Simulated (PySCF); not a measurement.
**One shape, several levels: C4H6O2 (SMILES O=CCC1CO1)**

Aim: a comparison of 6 runs (HF/3-21G, HF/def2-SVP, TPSS/6-31G, B3LYP/6-31G*, PBE0/6-31G*) of C4H6O2. 

Program for the calculation: PySCF 2.14.0.

## 1. Starting point

The species is C4H6O2 (12 atoms), meant as a singlet with charge 0. As SMILES, `O=CCC1CO1`. The shape is that of a GFN2-xTB optimisation. This is one conformer, not always the lowest.

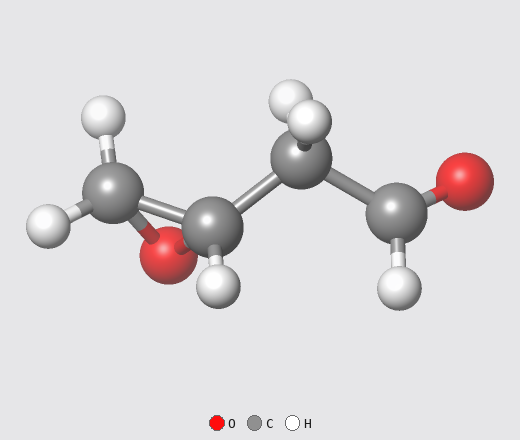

Viewed from a chosen angle; oxygen red, carbon grey, hydrogen white.

## 2. Energy and gradient at HF/3-21G (run 1)

run.py

```python
import pyscf.grad
from pyscf import gto

mol = gto.Mole()
mol.atom = [
    ('O', (-2.175590, 0.663140, 1.902000)),
    ('C', (-1.473140, 0.865790, 0.955830)),
    ('C', (-0.073580, 0.331040, 0.790270)),
    ('C', (0.251220, 0.023070, -0.654570)),
    ('C', (1.206170, -1.028610, -1.010380)),
    ('O', (-0.172350, -1.201460, -1.170630)),
    ('H', (-1.809040, 1.499700, 0.111800)),
    ('H', (0.613010, 1.104330, 1.150020)),
    ('H', (0.046690, -0.556680, 1.413630)),
    ('H', (0.141320, 0.865010, -1.336450)),
    ('H', (1.780010, -0.947600, -1.926440)),
    ('H', (1.665280, -1.617720, -0.225060)),
]
mol.max_memory = 1860
mol.basis = '3-21g'
mol.verbose = 4
mol.build()

myscf = mol.RHF()
myscf.conv_tol = 1e-10
myscf.kernel()
if not myscf.converged:
    myscf = myscf.newton().run(myscf.mo_coeff, myscf.mo_occ)

e_tot = myscf.e_tot
print(f'total energy: {e_tot:.8f} hartree')
grad = myscf.Gradients().kernel()
dip = myscf.dip_moment()
pop, q = myscf.mulliken_pop()
```

Launch:

```sh
$ OMP_NUM_THREADS=1 python run.py
```

Output:

```text
PySCF version 2.14.0

[... 72 lines left out ...]
converged SCF energy = -302.898922608856
total energy: -302.89892261 hartree
[... 11 lines left out ...]
Dipole moment(X, Y, Z, Debye):  3.86271,  1.62894, -1.27561
[... 79 lines left out ...]
charge of   11H =      0.22884
```

Wall time 6.3 s (1 thread of Intel Xeon at 2.50GHz (Skylake/Cascade Lake), shared host); peak memory 0.14 GiB.

## 3. Energy and gradient at HF/def2-SVP (run 2)

job.py

```python
from pyscf import gto, scf

molecule = gto.Mole()
molecule.atom = '''
O     -2.175590     0.663140     1.902000
C     -1.473140     0.865790     0.955830
C     -0.073580     0.331040     0.790270
C      0.251220     0.023070    -0.654570
C      1.206170    -1.028610    -1.010380
O     -0.172350    -1.201460    -1.170630
H     -1.809040     1.499700     0.111800
H      0.613010     1.104330     1.150020
H      0.046690    -0.556680     1.413630
H      0.141320     0.865010    -1.336450
H      1.780010    -0.947600    -1.926440
H      1.665280    -1.617720    -0.225060
'''
molecule.charge = 0
molecule.max_memory = 1860
molecule.verbose = 3
molecule.basis = 'def2-svp'
molecule.spin = 0
molecule.build()

mf = scf.RHF(molecule)
mf.conv_tol = 1e-10
mf.kernel()
if not mf.converged:
    mf = mf.newton().run(mf.mo_coeff, mf.mo_occ)

e_final = mf.e_tot
print('E = %.10f Eh' % e_final)
grad = mf.nuc_grad_method().kernel()
dip = mf.dip_moment()
pop, q = mf.mulliken_pop()
```

Launch:

```sh
$ OMP_NUM_THREADS=1 python job.py
```

Output:

```text
converged SCF energy = -304.395658819335
[... 9 lines left out ...]
Dipole moment(X, Y, Z, Debye):  3.73274,  1.50406, -1.48043
[... 127 lines left out ...]
charge of   11H =      0.04877
```

It took 31 s on 1 thread of Intel Xeon at 2.50GHz (Skylake/Cascade Lake), shared host; peak memory 0.28 GiB.

Run 3 isn't shown in full; the table further down has it.

## 4. Energy and forces at B3LYP/6-31G(d) (spherical functions) (run 4)

calc.py

```python
# O=CCC1CO1
import pyscf.grad
from pyscf import gto, dft

system = gto.Mole()
system.atom = '''
O   -2.175590   0.663140   1.902000
C   -1.473140   0.865790   0.955830
C   -0.073580   0.331040   0.790270
C    0.251220   0.023070  -0.654570
C    1.206170  -1.028610  -1.010380
O   -0.172350  -1.201460  -1.170630
H   -1.809040   1.499700   0.111800
H    0.613010   1.104330   1.150020
H    0.046690  -0.556680   1.413630
H    0.141320   0.865010  -1.336450
H    1.780010  -0.947600  -1.926440
H    1.665280  -1.617720  -0.225060
'''
system.max_memory = 1860
system.spin = 0
system.verbose = 4
system.charge = 0
system.basis = '6-31g*'
system.build()

mf = dft.RKS(system, xc='b3lyp')
mf.grids.level = 5
mf.conv_tol = 1e-10
mf.kernel()
if not mf.converged:
    mf = mf.newton().run(mf.mo_coeff, mf.mo_occ)

e_tot = mf.e_tot
print('E(%s) = %.9f' % ('B3LYP', e_tot))
grad = mf.Gradients().kernel()
mf.analyze()
```

Launch:

```sh
$ OMP_NUM_THREADS=1 python calc.py
```

Output:

```text
PySCF version 2.14.0

[... 112 lines left out ...]
MO #6   energy= -10.1994171902582  occ= 2
[... 17 lines left out ...]
MO #24  energy= -0.0246102559018055 occ= 0
[... 17 lines left out ...]
MO #42  energy= 0.60405420722763   occ= 0
[... 17 lines left out ...]
MO #60  energy= 1.04605280006487   occ= 0
[... 17 lines left out ...]
MO #78  energy= 2.01387480572757   occ= 0
[... 17 lines left out ...]
MO #96  energy= 3.00348239689026   occ= 0
[... 111 lines left out ...]
Dipole moment(X, Y, Z, Debye):  3.16393,  1.17077, -1.15541
```

It took 85 s on 1 thread of Intel Xeon at 2.50GHz (Skylake/Cascade Lake), shared host; peak memory 0.99 GiB.

Run 5 isn't shown in full; the table further down has it.

## 5. Energy and forces at B3LYP/6-31G(d) (Cartesian functions) (run 6)

run.py

```python
import pyscf.grad
from pyscf import gto, dft

mol = gto.Mole()
mol.atom = '''
O     -4.111269     1.253153     3.594259
C     -2.783831     1.636106     1.806257
C     -0.139046     0.625575     1.493394
C      0.474737     0.043596    -1.236958
C      2.279331    -1.943791    -1.909341
O     -0.325694    -2.270430    -2.212170
H     -3.418590     2.834022     0.211271
H      1.158421     2.086881     2.173223
H      0.088231    -1.051973     2.671374
H      0.267056     1.634632    -2.525524
H      3.363731    -1.790704    -3.640444
H      3.146923    -3.057048    -0.425302
'''
mol.spin = 0
mol.cart = True
mol.basis = '6-31g*'
mol.unit = 'bohr'
mol.verbose = 3
mol.max_memory = 1860
mol.build()

ks = dft.RKS(mol)
ks.xc = 'b3lyp'
ks.conv_tol = 1e-10
ks.grids.level = 5
ks.kernel()
if not ks.converged:
    ks = ks.newton().run(ks.mo_coeff, ks.mo_occ)

energy = ks.e_tot
print('Final energy', energy)
grad = ks.Gradients().kernel()
ks.analyze()
```

Launch:

```sh
$ OMP_NUM_THREADS=1 python run.py
```

Output:

```text
converged SCF energy = -306.416628635412
[... 21 lines left out ...]
MO #12  energy= -0.591361502174968 occ= 2
[... 17 lines left out ...]
MO #30  energy= 0.148221563212144  occ= 0
[... 17 lines left out ...]
MO #48  energy= 0.796068479970867  occ= 0
[... 17 lines left out ...]
MO #66  energy= 1.49701974687465   occ= 0
[... 17 lines left out ...]
MO #84  energy= 2.2850775894651    occ= 0
[... 17 lines left out ...]
MO #102 energy= 4.49392249569945   occ= 0
[... 13 lines left out ...]
Dipole moment(X, Y, Z, Debye):  3.16583,  1.17199, -1.16124
```

It took 92 s on 1 thread of Intel Xeon at 2.50GHz (Skylake/Cascade Lake), shared host; peak memory 1.1 GiB.

## 6. The series

| run | level | integration grid | Cartesian functions | energy (Eh) | dipole moment (D) | HOMO energy (eV) | LUMO energy (eV) | wall time |
| --- | --- | --- | --- | --- | --- | --- | --- | --- |
| 1 | HF/3-21G | – | no | -302.898923 | 4.38 | -11.13 | 4.25 | 6.3 s |
| 2 | HF/def2-SVP | – | no | -304.395659 | 4.29 | -11.42 | 3.86 | 31 s |
| 3 | TPSS/6-31G | 5 | no | -306.356779 | 3.85 | -5.78 | -1.66 | 84 s |
| 4 | B3LYP/6-31G* (spherical functions) | 5 | no | -306.410906 | 3.57 | -6.94 | -0.67 | 85 s |
| 5 | PBE0/6-31G* (spherical functions) | 5 | no | -306.069666 | 3.62 | -7.23 | -0.44 | 89 s |
| 6 | B3LYP/6-31G* (Cartesian functions) | 5 | yes | -306.416629 | 3.57 | -6.96 | -0.68 | 92 s |

## 7. Summary of results

```
                       quantity          value
            run 6: total energy  -306.41663 Eh
           run 6: dipole moment         3.57 D
             run 6: HOMO energy       -6.96 eV
             run 6: LUMO energy       -0.68 eV
           run 6: HOMO–LUMO gap        6.28 eV
run 6: largest force on an atom     1.879 eV/Å
```

The dipole moment (its size) runs from 3.57 D (B3LYP/6-31G*) to 4.38 D (HF/3-21G). The two ends differ in method and basis. The HOMO–LUMO gap runs from 4.12 eV (TPSS/6-31G) to 15.37 eV (HF/3-21G). Totals of different functionals can't be ranked against each other. All runs together took 6.4 min, the longest 92 s.
